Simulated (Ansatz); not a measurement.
# One shape, several levels: doublet C2H3BFN+

Wanted: a comparison of 4 runs (U-wB97X/def2-SVP, UBHLYP/def2-SVP, UHSE06/def2-SVP, UPBE0/def2-SVP) of doublet C2H3BFN+. 

The results are computed with Ansatz 0.2.0.

122 further runs of the same task are left out: 122 set aside as unsound or not needed.

### 1 Starting point

C2H3BFN+: 8 atoms, total charge +1, spin state doublet. As SMILES of the parent species, `FB1C=NC1`. The coordinates come from a PBE0-D4/def2-TZVP relaxation. That shape belongs to the parent species and isn't relaxed for this state.

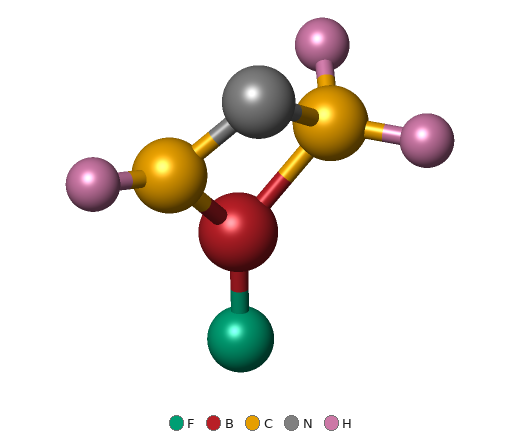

Viewed from a chosen angle; fluorine teal, boron red, carbon amber, nitrogen grey, hydrogen pink.

### 2 The energy at U-wB97X/def2-SVP (run 1)

input.yaml

```yaml
crystal:
  periodic: [false, false, false]
  atoms:
    - {symbol: F, position_ang: [0.213200, -1.007300, 1.918400]}
    - {symbol: B, position_ang: [-0.024100, -0.304800, 0.836200]}
    - {symbol: C, position_ang: [0.319000, 1.128500, 0.345800]}
    - {symbol: N, position_ang: [0.303900, 0.728600, -0.881200]}
    - {symbol: C, position_ang: [-0.301700, -0.640600, -0.682300]}
    - {symbol: H, position_ang: [0.656500, 2.120900, 0.633900]}
    - {symbol: H, position_ang: [0.257100, -1.432700, -1.186200]}
    - {symbol: H, position_ang: [-1.331600, -0.649700, -1.040300]}
basis:
  gaussian:
    orbitals: def2-SVP
output:
  orbitals: {seedname: orbitals}
total_charge: 1
accuracy: high
hamiltonian:
  xc: {name: wB97X}
magnetization:
  spin_polarized: true
  initial_magnetization: 1
```

Command:

```sh
$ ansatz run input.yaml --threads 1 --pin off --max-ram 3480MiB --events-out events.jsonl --progress --plain --runs-dir runs
```

Output:

```text
Warning: RAYON_NUM_THREADS=1 ignored (pool sized by the plan → 1); use --threads N
Functional definition: wB97X
  name "wB97X"
  parameter omega = 0.3/bohr
  parameter cx = 0.157706
  parameter cx1 = 0.726479
  parameter cx2 = 1.04760
  parameter cx3 = -5.70635
  parameter cx4 = 13.2794
  parameter css1 = -4.33879
  parameter css2 = 18.2308
  parameter css3 = -31.7430
  parameter css4 = 17.2901
  parameter cos1 = 2.37031
  parameter cos2 = -11.3995
  parameter cos3 = 6.58405
  parameter cos4 = -3.78132
  exchange = spin_sum(e_x_unif_sr(omega)*poly(b97_u_x, 1 - cx, cx1, cx2, cx3, cx4)) + cx*exact_x_sr(omega)
      + exact_x_lr(omega)
  correlation = spin_sum(e_c_pw_same_spin*poly(b97_u_same, 1, css1, css2, css3, css4))
      + integral(e_c_pw_opposite_spin*poly(b97_u_opposite, 1, cos1, cos2, cos3, cos4))
2018 factors; integrals over basis functions are off by at most 3.5e-9 eV
323 factors; integrals over basis functions are off by at most 2.4e-9 eV
mean field evaluation 1: about -6983.4947 eV, gradient 3.6e1 eV
mean field evaluation 2: about -6984.0227 eV, gradient 3.9e1 eV
mean field evaluation 4: about -6988.5654 eV, gradient 1.7e0 eV
mean field evaluation 8: about -6988.7839 eV, gradient 7.4e-1 eV
mean field evaluation 16: about -6988.8243 eV, gradient 2.6e-2 eV
mean field evaluation 32: about -6988.8244 eV, gradient 2.9e-5 eV
mean field -6988.82438745 eV, -256.8345590436 hartree, gradient 6.6e-8 eV, S^2 0.763948; 2 other end points of the search recorded, 0 dependent functions left out
reference -6988.82438495 eV, -256.8345589515 hartree; 18, 17 occupied and 67, 68 virtual orbitals, 2018 factors
Total energy: -6988.82438495 eV, -256.8345589515 hartree
```

It took 63 s on 1 thread of Arm Neoverse V2, shared host; peak memory 0.74 GiB.

### 3 The energy at UBHLYP/def2-SVP (run 2)

Edit input.yaml of step 2 so:

```diff
@@ -6,3 +6,3 @@
     - {symbol: C, position_ang: [0.319000, 1.128500, 0.345800]}
-    - {symbol: N, position_ang: [0.303900, 0.728600, -0.881200]}
+    - {symbol: "N", position_ang: [0.303900, 0.728600, -0.881200]}
     - {symbol: C, position_ang: [-0.301700, -0.640600, -0.682300]}
@@ -14,8 +14,3 @@
     orbitals: def2-SVP
-output:
-  orbitals: {seedname: orbitals}
 total_charge: 1
-accuracy: high
-hamiltonian:
-  xc: {name: wB97X}
 magnetization:
@@ -23 +18,5 @@
   initial_magnetization: 1
+hamiltonian:
+  xc: {name: BHLYP}
+accuracy: high
+output: {orbitals: {seedname: orbitals}}
```

Command:

```sh
$ ansatz run input.yaml --threads 1 --pin off --max-ram 3480MiB --events-out events.jsonl --progress --plain --runs-dir runs
```

Output:

```text
Warning: RAYON_NUM_THREADS=1 ignored (pool sized by the plan → 1); use --threads N
Functional definition: BHLYP
  name "BHLYP"
  parameter a = 0.5
  exchange = (1 - a)*b88_x + a*exact_x
  correlation = lyp_c
2018 factors; integrals over basis functions are off by at most 3.5e-9 eV
mean field evaluation 1: about -6981.4606 eV, gradient 3.7e1 eV
mean field evaluation 2: about -6982.2909 eV, gradient 3.8e1 eV
mean field evaluation 4: about -6986.9366 eV, gradient 1.6e0 eV
mean field evaluation 8: about -6987.0578 eV, gradient 5.9e-1 eV
mean field evaluation 16: about -6987.0728 eV, gradient 3.5e-2 eV
mean field evaluation 32: about -6987.0729 eV, gradient 1.2e-5 eV
mean field -6987.07293919 eV, -256.7701945072 hartree, gradient 5.3e-8 eV, S^2 0.773827; 0 other end points of the search recorded, 0 dependent functions left out
reference -6987.07296319 eV, -256.7701953892 hartree; 18, 17 occupied and 67, 68 virtual orbitals, 2018 factors
Total energy: -6987.07296319 eV, -256.7701953892 hartree
```

Run time: 14 s. Hardware: 1 thread of Arm Neoverse V2, shared host; peak memory 0.38 GiB.

Run 3 isn't shown in full; the table further down has it.

### 4 The energy at UPBE0/def2-SVP (run 4)

job.yaml

```yaml
crystal:
  periodic: [false, false, false]
  atoms:
    - {symbol: F, position_ang: [0.213200, -1.007300, 1.918400]}
    - {symbol: B, position_ang: [-0.024100, -0.304800, 0.836200]}
    - {symbol: C, position_ang: [0.319000, 1.128500, 0.345800]}
    - {symbol: N, position_ang: [0.303900, 0.728600, -0.881200]}
    - {symbol: C, position_ang: [-0.301700, -0.640600, -0.682300]}
    - {symbol: H, position_ang: [0.656500, 2.120900, 0.633900]}
    - {symbol: H, position_ang: [0.257100, -1.432700, -1.186200]}
    - {symbol: H, position_ang: [-1.331600, -0.649700, -1.040300]}
basis:
  gaussian: {orbitals: def2-SVP}
output: {orbitals: {seedname: orbitals}}
magnetization: {spin_polarized: true, initial_magnetization: 1}
hamiltonian: {xc: pbe0}
accuracy: high
total_charge: 1
```

Command:

```sh
$ ansatz run job.yaml --threads 1 --pin off --max-ram 3480MiB --events-out events.jsonl --progress --plain --runs-dir runs
```

Output:

```text
Warning: RAYON_NUM_THREADS=1 ignored (pool sized by the plan → 1); use --threads N
Functional definition: PBE0
  name "PBE0"
  parameter a = 0.25
  parameter kappa = 0.804
  parameter beta = 0.06672455060314922
  exchange = (1 - a)*pbe_x(kappa = kappa, mu = beta*pi^2/3) + a*exact_x
  correlation = pbe_c(beta = beta)
2018 factors; integrals over basis functions are off by at most 3.5e-9 eV
mean field evaluation 1: about -6975.7724 eV, gradient 4.2e1 eV
mean field evaluation 2: about -6972.3930 eV, gradient 5.5e1 eV
mean field evaluation 4: about -6982.5995 eV, gradient 1.7e0 eV
mean field evaluation 8: about -6982.8474 eV, gradient 5.4e-1 eV
mean field evaluation 16: about -6982.8514 eV, gradient 1.4e-2 eV
mean field evaluation 32: about -6982.8514 eV, gradient 2.6e-6 eV
mean field -6982.85141544 eV, -256.6150563708 hartree, gradient 7.1e-8 eV, S^2 0.762440; 0 other end points of the search recorded, 0 dependent functions left out
reference -6982.85141767 eV, -256.6150564527 hartree; 18, 17 occupied and 67, 68 virtual orbitals, 2018 factors
Total energy: -6982.85141767 eV, -256.6150564527 hartree
```

Wall time 14 s (1 thread of Arm Neoverse V2, shared host); peak memory 0.38 GiB.

### 5 All runs side by side

```tsv
run	level	energy (Eh)	HOMO energy (eV)	LUMO energy (eV)	⟨S²⟩	wall time
1	U-wB97X/def2-SVP	-256.834559	-18.32	-9.79	0.764	63 s
2	UBHLYP/def2-SVP	-256.770195	-17.37	-10.69	0.774	14 s
3	UHSE06/def2-SVP	-256.602635	-15.50	-12.52	0.762	14 s
4	UPBE0/def2-SVP	-256.615056	-15.90	-12.12	0.762	14 s
```

### 6 Outcome

| quantity | value |
| --- | --- |
| run 4: total energy | -256.61506 Eh |
| run 4: HOMO energy (highest over α and β) | -15.90 eV |
| run 4: LUMO energy (lowest over α and β) | -12.12 eV |
| run 4: ⟨S²⟩ | 0.762 |

Totals of different functionals can't be ranked against each other. All runs together took 1.7 min, the longest 63 s.
